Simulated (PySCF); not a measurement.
The calculation's input:

```
{"job": {"kind": "nmr", "xc": "PBE0", "basis": "pcSseg-1"}, "charge": 0, "multiplicity": 1}
C      3.409332     0.502046    -0.936601
C      2.568617    -0.051858    -0.287553
C      1.515885    -0.706146     0.447026
F      1.217785     0.009899     1.591564
F      1.940759    -1.931586     0.911208
Si    -0.150251    -0.947101    -0.554955
C     -0.741145     0.841282    -0.963353
Si    -2.010670     1.194498     0.457717
Si    -1.847506    -1.079393     1.060747
H      4.152286     0.984839    -1.498506
H      0.303993    -1.731757    -1.713940
H     -1.228243     0.873106    -1.936733
H      0.066083     1.569889    -1.014903
H     -3.273286     1.725316    -0.076446
H     -1.502491     2.208473     1.384585
H     -2.960772    -1.971299     0.700722
H     -1.467374    -1.478179     2.419509
```

Command:

```sh
OMP_NUM_THREADS=1 python probes_run.py task.json out
```

Geometry: GFN2-xTB.

Method: PBE0/pcSseg-1, SCF density, gas phase, non-relativistic (PySCF 2.14.0).

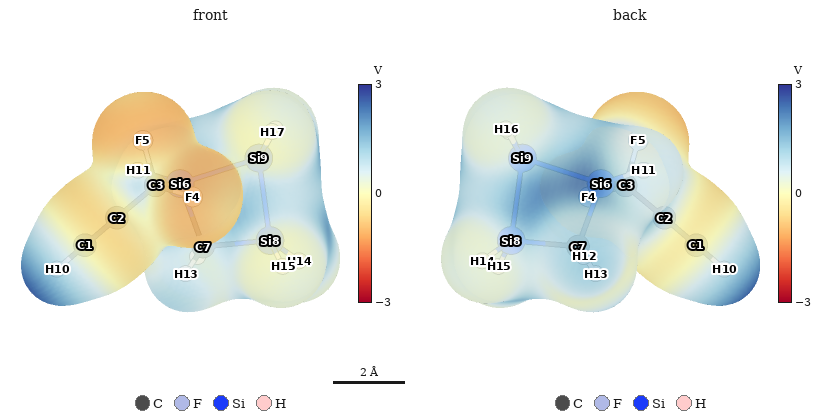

C$_{4}$H$_{8}$F$_{2}$Si$_{3}$. The electrostatic potential painted on the density surface at 0.004 e/bohr³, seen from the front and from behind; the colour scale runs from red (negative) to blue (positive).

> Describe the electrostatic potential map.

The most negative region (about −1.0 V) lies over F4 and F5, the most positive (about +2.4 V) over H10.

> How polar is the molecule by this calculation?

Its dipole moment is 2.56 D.
